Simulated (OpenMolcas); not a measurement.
# singlet C2H5BN− at 6 levels

Aim: a comparison of 6 runs (HF/STO-3G, B3LYP/6-31G*, B2PLYP/def2-SVPD, BHLYP/def2-SVPD, PBE/def2-SVPD, MP2/def2-SVPD) of singlet C2H5BN−. 

Program for the calculation: OpenMolcas 26.06.

**1. The system as given**

C2H5BN− has 9 atoms, charge -1, and is taken as a singlet. SMILES of the parent species: `B[N]C=C`. Geometry: relaxed at PBE0-D4/def2-TZVP. This is one conformer, not always the lowest. That shape belongs to the parent species and isn't relaxed for this state.

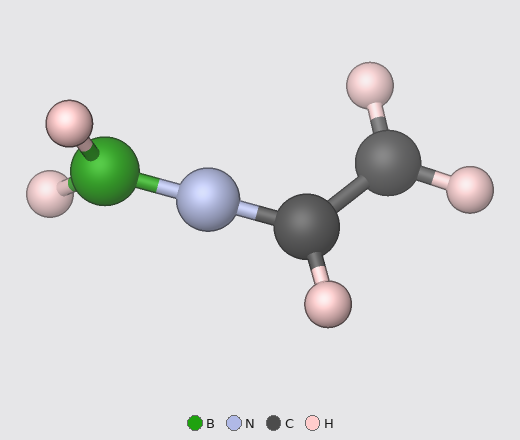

The structure, seen from a chosen angle (boron green, nitrogen light blue, carbon dark grey, hydrogen pink).

**2. The energy at HF/STO-3G (run 1)**

File test.input:

```
* C2H5BN Hartree-Fock

&GATEWAY
 BasLib
 $CurrDir
 Coord
 9
 angstrom
 B       -0.864600       1.674800      -0.110400
 N       -0.486400       0.387700      -0.106200
 C       -0.126200      -0.844400      -0.102100
 C        1.161000      -1.270600       0.212300
 H       -1.300900       2.164000       0.896800
 H       -0.758900       2.316900      -1.120700
 H       -0.871400      -1.601800      -0.359600
 H        1.410600      -2.323300       0.200400
 H        1.925400      -0.549500       0.472300
 Basis
 STO-3G
 Group
 NoSym

&SEWARD

&SCF
 Charge
 -1
 Thresholds
 1e-10 1e-07 1e-07 1e-05
 PrOrbitals
 1 2
```

The basis set STO-3G is read from a file made from the Basis Set Exchange's data (not shown).

Run with:

```
export MOLCAS_MEM=1860
pymolcas test.input > test.log
```

What it wrote:

```text
--- Start Module: gateway ---
[...]
--- Stop Module: gateway /rc=_RC_ALL_IS_WELL_ ---
--- Start Module: seward ---
[...]
      Basis functions           25
--- Stop Module: seward /rc=_RC_ALL_IS_WELL_ ---
--- Start Module: scf ---
[...]
       Convergence after  16 Iterations
[...]
::    Total SCF energy                               -155.6308414834
[...]
      Total spin, S                                     0.0000000000
[...]
      Total electronic charge=   30.000000
      Total            charge=   -1.000000
[...]
      Dipole Moment (debye):
      Origin of the operator (angstrom)=   -0.0648   -0.0279   -0.0239
                   X= -3.5720E-01               Y= -1.8168E+00               Z= -2.3354E-01           Total=  1.8663E+00
      Center of Charge (angstrom)
[...]
--- Stop Module: scf /rc=_RC_ALL_IS_WELL_ ---
[...]
```

Run time: 1.8 s. Hardware: 1 thread of Arm Neoverse V1, shared host; peak memory 0.37 GiB.

**3. A single-point energy at B3LYP/6-31G(d) (Cartesian functions) (run 2)**

File calc.inp:

```
&GATEWAY
BasLib = $CurrDir
Coord
9
angstrom
B       -0.864600       1.674800      -0.110400
N       -0.486400       0.387700      -0.106200
C       -0.126200      -0.844400      -0.102100
C        1.161000      -1.270600       0.212300
H       -1.300900       2.164000       0.896800
H       -0.758900       2.316900      -1.120700
H       -0.871400      -1.601800      -0.359600
H        1.410600      -2.323300       0.200400
H        1.925400      -0.549500       0.472300
Basis = 6-31Gs
Group = NoSym
&SEWARD
GridInput
Grid=UltraFine
End of Grid
&SCF
Charge = -1
KSDFT = B3LYP
Thresholds = 1e-10 1e-07 1e-07 1e-05
PrOrbitals = 1 2
```

The basis set 6-31G* is read from a file made from the Basis Set Exchange's data (not shown).

Run with:

```
export MOLCAS_MEM=1860
pymolcas calc.inp > calc.log
```

What it wrote:

```text
--- Start Module: gateway ---
[...]
--- Stop Module: gateway /rc=_RC_ALL_IS_WELL_ ---
--- Start Module: seward ---
[...]
      Basis functions           70
--- Stop Module: seward /rc=_RC_ALL_IS_WELL_ ---
[...]
--- Start Module: scf ---
[...]
       Convergence after  18 Iterations
[...]
::    Total KS-DFT energy                            -158.8146428202
[...]
      Total spin, S                                     0.0000000000
[...]
      Total electronic charge=   30.000000
      Total            charge=   -1.000000
[...]
      Dipole Moment (debye):
      Origin of the operator (angstrom)=   -0.0648   -0.0279   -0.0239
                   X= -1.0196E-01               Y= -2.0708E+00               Z= -1.8388E-01           Total=  2.0815E+00
      Center of Charge (angstrom)
[...]
--- Stop Module: scf /rc=_RC_ALL_IS_WELL_ ---
[...]
```

It took 28 s on 1 thread of Arm Neoverse V1, shared host; peak memory 0.41 GiB.

**4. A single-point energy at B2PLYP/def2-SVPD (run 3)**

File struct.xyz:

```xyz
9

B     -0.864600     1.674800    -0.110400
N     -0.486400     0.387700    -0.106200
C     -0.126200    -0.844400    -0.102100
C      1.161000    -1.270600     0.212300
H     -1.300900     2.164000     0.896800
H     -0.758900     2.316900    -1.120700
H     -0.871400    -1.601800    -0.359600
H      1.410600    -2.323300     0.200400
H      1.925400    -0.549500     0.472300
```

File job.input:

```
* C2H5BN Kohn-Sham DFT
&GATEWAY
BasLib = $CurrDir
Coord = struct.xyz
Basis = def2-SVPD
Group = NoSym
&SEWARD
GridInput
Grid=UltraFine
End of Grid
&SCF
Charge = -1
KSDFT = B2PLYP_SCF
Thresholds = 1e-10 1e-07 1e-07 1e-05
PrOrbitals = 1 2
&MBPT2
Frozen = 4
```

The basis set def2-SVPD is read from a file made from the Basis Set Exchange's data (not shown).

Run with:

```
export MOLCAS_MEM=1860
pymolcas job.input > job.log
```

What it wrote:

```text
--- Start Module: gateway ---
[...]
--- Stop Module: gateway /rc=_RC_ALL_IS_WELL_ ---
[...]
      Basis functions          120
[...]
--- Start Module: scf ---
[...]
       Convergence after  17 Iterations
[...]
::    Total KS-DFT energy                            -158.3507673890
[...]
      Total spin, S                                     0.0000000000
[...]
      Total electronic charge=   30.000000
      Total            charge=   -1.000000
[...]
      Dipole Moment (debye):
      Origin of the operator (angstrom)=   -0.0648   -0.0279   -0.0239
                   X= -3.6451E-01               Y= -1.6771E+00               Z= -2.2458E-01           Total=  1.7308E+00
      Center of Charge (angstrom)
[...]
--- Stop Module: scf /rc=_RC_ALL_IS_WELL_ ---
[...]
--- Start Module: mbpt2 ---
[...]
 ###    WARNING: MP2 implementation intended for RHF references only         ###
 ###############################################################################
MBPT2 WARNING: Reference function according to RunFile:KS-DFT
I'll assume you know what you're doing and continue
WARNING!
Default frozen orbitals as non valence orbitals is overwritten by user input.
Default values:   4
[...]
       Reference weight ( Cref**2 )         =        0.74466
::    Total MBPT2 energy                             -159.0549840930
[...]
      Total MBPT2 calculations                           0.76      0.86
--- Stop Module: mbpt2 /rc=_RC_ALL_IS_WELL_ ---
[...]
```

It took 71 s on 1 thread of Arm Neoverse V1, shared host; peak memory 0.76 GiB.

Runs 4 to 5 aren't shown in full; the table further down has their settings and results.

**5. The energy at MP2/def2-SVPD (run 6)**

File job.inp:

```
* C2H5BN MP2
&gateway
baslib
$CurrDir
coord
9
bohr
B     -1.63385721     3.16491331    -0.20862576
N     -0.91916279     0.73264682    -0.20068891
C     -0.23848344    -1.59568474    -0.19294104
C      2.19397203    -2.40108601     0.40118886
H     -2.45834472     4.08936733     1.69470639
H     -1.43411316     4.37830646    -2.11781607
H     -1.64670734    -3.02696331    -0.67954551
H      2.66564767    -4.39040071     0.37870112
H      3.63847868    -1.03840451     0.89251765
basis
def2-SVPD
group
NoSym
&seward
&scf
charge
-1
thresholds
1e-10 1e-07 1e-07 1e-05
prorbitals
1 2
&mbpt2
frozen
4
```

The basis set def2-SVPD is read from a file made from the Basis Set Exchange's data (not shown).

Run with:

```
export MOLCAS_MEM=1860
pymolcas job.inp > job.log
```

What it wrote:

```text
--- Start Module: gateway ---
[...]
--- Stop Module: gateway /rc=_RC_ALL_IS_WELL_ ---
[...]
      Basis functions          120
[...]
--- Start Module: scf ---
[...]
       Convergence after  17 Iterations
[...]
::    Total SCF energy                               -157.6342809591
[...]
      Total spin, S                                     0.0000000000
[...]
      Total electronic charge=   30.000000
      Total            charge=   -1.000000
[...]
      Dipole Moment (debye):
      Origin of the operator (angstrom)=   -0.0648   -0.0279   -0.0239
                   X= -5.0057E-01               Y= -1.5539E+00               Z= -2.5180E-01           Total=  1.6518E+00
      Center of Charge (angstrom)
[...]
--- Stop Module: scf /rc=_RC_ALL_IS_WELL_ ---
[...]
--- Start Module: mbpt2 ---
[...]
WARNING!
Default frozen orbitals as non valence orbitals is overwritten by user input.
Default values:   4
[...]
       Reference weight ( Cref**2 )         =        0.82562
::    Total MBPT2 energy                             -158.2008214920
[...]
      Total MBPT2 calculations                           0.77      0.85
--- Stop Module: mbpt2 /rc=_RC_ALL_IS_WELL_ ---
[...]
```

Wall time 20 s (1 thread of Arm Neoverse V1, shared host); peak memory 0.76 GiB.

**6. Overview of the runs**

| run | level | Cartesian functions | integration grid | energy (Eh) | HOMO energy (eV) | LUMO energy (eV) | HOMO–LUMO gap (eV) | wall time |
| --- | --- | --- | --- | --- | --- | --- | --- | --- |
| 1 | HF/STO-3G | no | – | -155.630841 | 2.13 | 16.13 | 13.99 | 1.8 s |
| 2 | B3LYP/6-31G* (Cartesian functions) | yes | UltraFine | -158.814643 | 1.43 | 6.33 | 4.91 | 28 s |
| 3 | B2PLYP/def2-SVPD | no | UltraFine | -158.540906 | -0.30 | 5.15 | 5.46 | 71 s |
| 4 | BHLYP/def2-SVPD | no | UltraFine | -158.611599 | -0.39 | 5.03 | 5.41 | 72 s |
| 5 | PBE/def2-SVPD | no | UltraFine | -158.502925 | 1.45 | 4.18 | 2.73 | 88 s |
| 6 | MP2/def2-SVPD | no | – | -158.200821 | -1.71 | 5.98 | 7.69 | 20 s |

**7. What came out**

| quantity | value |
| --- | --- |
| run 6: total energy | -158.20082 Eh |
| run 6: HOMO energy (Hartree–Fock orbitals) | -1.71 eV |
| run 6: LUMO energy (Hartree–Fock orbitals) | 5.98 eV |
| run 6: HOMO–LUMO gap (to an unbound level, set by the basis) | 7.69 eV |
| run 6: correlation energy (4 core orbitals frozen) | -566.5 mEh |

Over runs 1, 2, 3, 4, 5 the HOMO–LUMO gap runs from 2.73 eV (PBE/def2-SVPD) to 13.99 eV (HF/STO-3G). The two ends differ in method and basis. The empty levels of an anion lie above zero and hang on the basis. For B2PLYP the log adds the whole second-order term; the table takes 0.27 of it, as the functional is defined. Totals of different functionals can't be ranked against each other. In runs 1, 2, 5 the HOMO lies above zero, so the outermost electron may be held by the basis alone. In run 1 the basis is minimal, so the values are rough. All runs together took 4.7 min, the longest 88 s.
